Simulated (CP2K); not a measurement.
Band structure of CuPdO2 (Pmmm, 4 atoms in the cell).

```
CuPdO2
1.0
    2.93688     0.00000     0.00000
    0.00000     3.01990     0.00000
    0.00000     0.00000     5.26509
Cu Pd O
1 1 2
Cartesian
  1.46844   1.50995   2.63254
  0.00000   0.00000   0.00000
  0.00000   1.50995   3.89875
  0.00000   1.50995   1.36634
```

Method of the run: LDA (Pade form), GPW, DZVP-MOLOPT-SR-GTH basis, GTH-PADE potentials (GTH_POTENTIALS) (CP2K).

Settings: CUTOFF = 600 Ry; REL_CUTOFF = 50 Ry; SMEAR/METHOD = GAUSSIAN; SIGMA = 0.05 eV; KPOINTS/SCHEME = MONKHORST-PACK 11 11 6; GAMMA_CENTERED = T; XC_FUNCTIONAL = PADE; Cu/BASIS_SET = DZVP-MOLOPT-SR-GTH-q11; Cu/POTENTIAL = GTH-PADE-q11; Pd/BASIS_SET = DZVP-MOLOPT-SR-GTH-q18; Pd/POTENTIAL = GTH-PADE-q18; O/BASIS_SET = DZVP-MOLOPT-SR-GTH-q6; O/POTENTIAL = GTH-PADE-q6; METHOD = GPW.

The starting cell comes from a database of computed structures (which also holds hypothetical and non-ambient phases and stackings), without a prior relaxation at this level. Spin polarisation is off; with an odd number of electrons in the cell that forces a metal, and a magnetic state may lie lower. Values carry the incompleteness of an atom-centred basis.

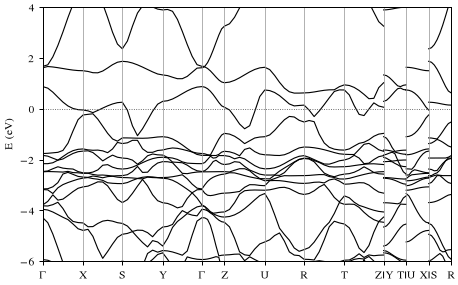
Bands along the path, energies from the Fermi level.

Levels in eV from the Fermi level, bands 17 to 22:
| point | 17 | 18 | 19 | 20 | 21 | 22 |
|---|---|---|---|---|---|---|
| Γ | -2.47 | -2.16 | -1.83 | -1.76 | 0.87 | 1.61 |
| X | -2.52 | -1.67 | -1.58 | -0.24 | -0.05 | 1.50 |
| S | -2.37 | -1.94 | -1.37 | -1.15 | 0.26 | 1.87 |
| Y | -1.91 | -1.82 | -1.62 | -1.10 | 0.29 | 1.33 |
| Z | -2.20 | -1.84 | -1.67 | -0.97 | 0.06 | 1.02 |
| U | -2.61 | -2.36 | -1.81 | -1.10 | 0.74 | 1.63 |
| R | -1.94 | -1.84 | -1.51 | -0.52 | 0.14 | 0.62 |
| T | -2.28 | -2.02 | -1.79 | -1.63 | 0.74 | 0.94 |

Bands cross the Fermi level along this path, so the cell is metallic at this level.

Higher empty bands are left out: an atom-centred basis made for the valence describes them poorly.
